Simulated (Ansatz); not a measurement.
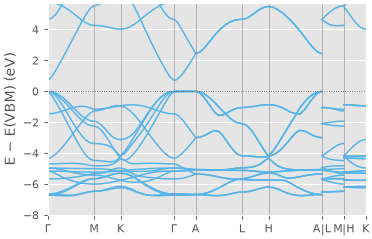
Fig. 1. Band structure from LDA (plane waves, PAW; program Ansatz)

Task: Read off the gap and where the band edges lie.

Result: About 0.7 eV (0.70 eV by a search for the band edges); maximum at Γ, minimum at Γ.

Task: Which compound is it?
A. ZnO, P6_3/mmc (Zn on 2b, O on 2c)
B. PbI2, P6_3mc (Pearson symbol hP12)
C. K2S, P6_3/mmc (S on 2c, K on 2a, K on 2d)
D. SrO, P6_3/mmc (Sr on 2d, O on 2c)

Result: A, ZnO, P6_3/mmc (Zn on 2b, O on 2c)

The workflow started from a Materials Project entry (that database holds measured and hypothetical structures alike); the Crystallography Open Database copy checked does not list it. It is not the phase usual at ambient conditions (space group No. 186). The LDA relaxation kept the symmetry of its start; phonons show weakly imaginary modes. A crystal of weakly bound layers computed without a dispersion correction: the cell and the soft elastic constants depend strongly on that.

Potentials: the later of the program's two PAW sets.
